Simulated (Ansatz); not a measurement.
**Hypothetical diamond Be, pressure series**

Take Be in the diamond structure (space group Fd-3m, No. 227; a = 4.897 Å; a hypothetical phase, not in the database extracts checked) as the base.

Cell and atoms are relaxed at each pressure.

Level of theory: PBE, PAW, 420 eV (Ansatz, an electronic-structure program; spin-orbit coupling left out).

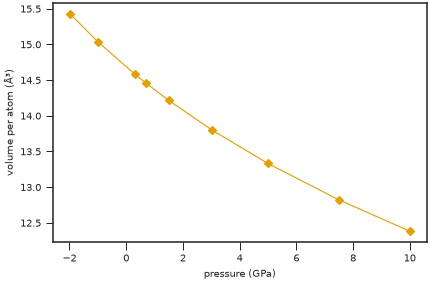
Fig. 1. Volume against pressure

Task: Estimate the zero-pressure bulk modulus from the plot.

Result: About 44 GPa; a third-order Birch–Murnaghan fit to the points gives V₀ = 14.68 Å³/atom, B₀ = 44 GPa and B₀′ = 3.5.

Load acts through the strain it causes; cell and atoms are relaxed under it. No phonon test of stability was made. No other phases were tried under pressure.
